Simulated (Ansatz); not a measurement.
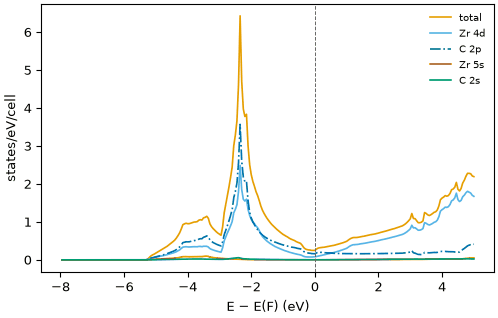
Total and projected density of states of ZrC (rock salt, space group No. 225), PBE in the plane-wave PAW code Ansatz

Task: Which orbitals carry the states next to the Fermi level?

Result: Within 0.5 eV of the Fermi level: C 2p 62 %, Zr 4d 34 %. Projections are on Löwdin-orthogonalised atomic valence shells; empty p or d shells of many metals are not among them.

Task: Where is the tallest occupied peak in this window, and what makes it?

Result: Near -2.3 eV, about 6.4 states/eV per cell; the largest projected share is C 2p.

Space group Fm-3m (rock salt). The cell was relaxed with PBE under the symmetry of its start; of distortions, only those at the zone centre were tested. The run is not spin-polarised. Spin–orbit coupling is left out wherever it is not named.

Potentials: the later of the program's two PAW sets.
